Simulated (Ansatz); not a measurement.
```xyz
4

Al   -0.8310   -0.2380    0.6099
H     1.3572   -0.0357    0.9967
H     1.3849    0.1267    0.2328
H    -0.3420    0.1470   -0.9333
```

These are results of Ansatz, RKS r2SCAN/def2-SVP, not measurements.

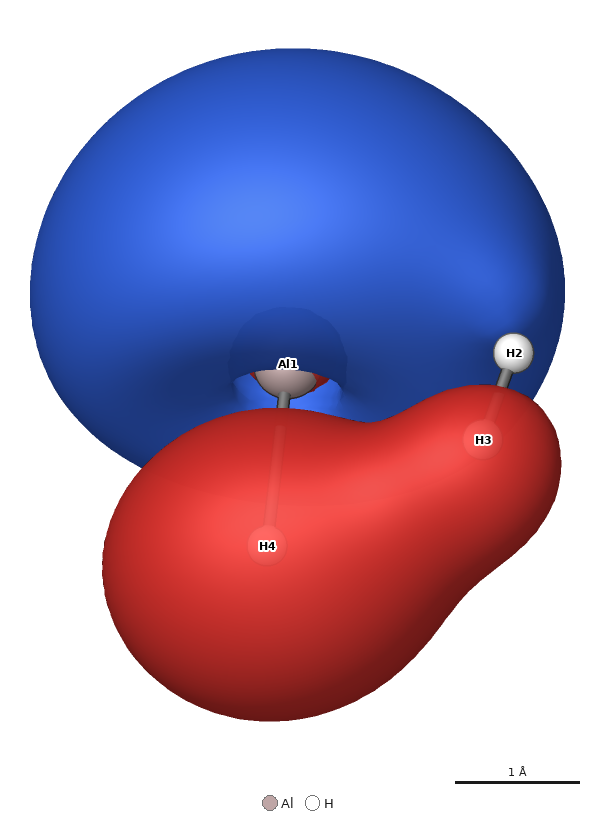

AlH···H₂. The HOMO at ±0.06 Å⁻³ᐟ² (blue and red are the two phases), seen at a tilt.

Where does this orbital lie, and at what energy?

Answer. By Hirshfeld shares it lies mainly on Al1 (about 75 %) and H4 (about 20 %); it is symmetric in the molecular plane (an in-plane orbital: σ, lone-pair or in-plane π type). Its energy is −5.07 eV.
